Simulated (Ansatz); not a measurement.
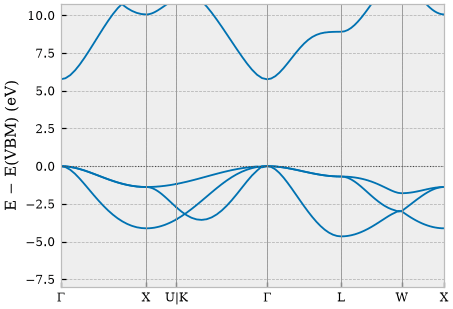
Fig. 1. Band structure from DFT-r²SCAN+D4 in the program Ansatz with PAW potentials

Q: Read off the gap and where the band edges lie.

A: About 5.8 eV (5.76 eV by a search for the band edges); maximum at Γ, minimum at Γ.

The material is MgO (rock salt, Fm-3m).

The r²SCAN+D4 relaxation kept the symmetry of its start. The volume moved by -41 % from the start of the relaxation.

Potentials: the later of the program's two PAW sets.
